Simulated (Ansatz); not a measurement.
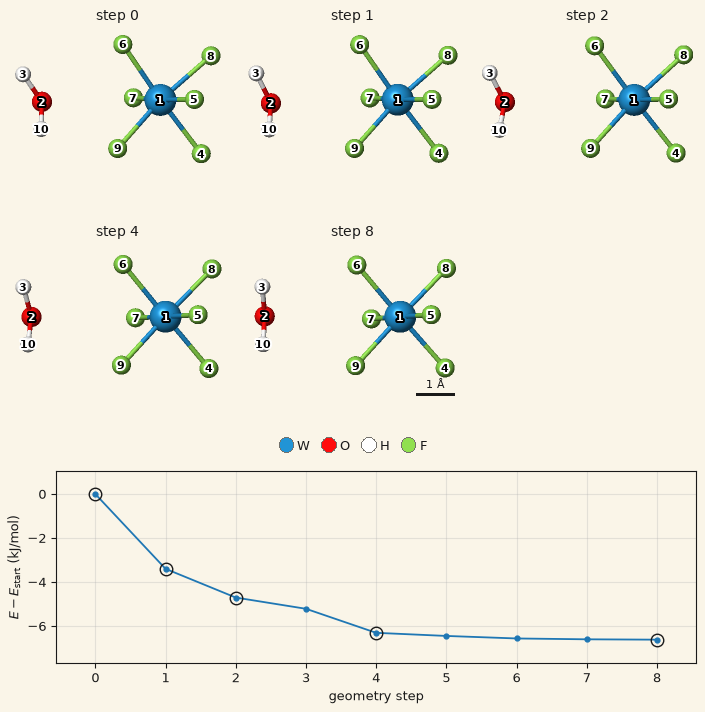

Frames of a relaxation of WH$_{2}$OF$_{6}$, marked on the history of the run. The picture is a ball-and-stick view, seen at a tilt.

The run prepares an end point of a later path (reaction) calculation, from a guessed geometry.

Theory: RKS PBE-D4/def2-SVP in Ansatz. Set-up: no spin polarisation; force threshold 0.03 eV/Å; at most 50 steps.

Question: What happens along the run?

Answer: H10 moves most after the best rigid fit: 0.35 Å. By element the largest moves are H 0.35 Å, O 0.33 Å, F 0.25 Å, W 0.13 Å. Some distances before and after: W1–O2 3.145 → 3.593 Å, O2–H10 0.989 → 0.975 Å. Bond angles that change, for instance: F7–W1–F9 99.1° → 92.2°, F8–W1–F9 171.1° → 177.9°, F5–W1–F7 173.5° → 178.2°. After 8 geometry steps the energy has fallen by 6.62 kJ/mol. The largest force component goes from 0.55 to 0.0025 eV/Å. From step 0 to 1: H10 moves most (0.19 Å), energy −3.40 kJ/mol. From step 1 to 2: H10 moves most (0.13 Å), energy −1.31 kJ/mol. From step 2 to 4: H3 moves most (0.12 Å), energy −1.60 kJ/mol. From step 4 to 8: H3 moves most (0.12 Å), energy −0.31 kJ/mol.

```tsv
step	E − E(0), kJ/mol	largest force component, eV/Å
0	0.00	0.5498
1	-3.40	0.4144
2	-4.70	0.4003
3	-5.21	0.6791
4	-6.30	0.1440
5	-6.45	0.1063
6	-6.56	0.0656
7	-6.60	0.0521
8	-6.62	0.0025
```
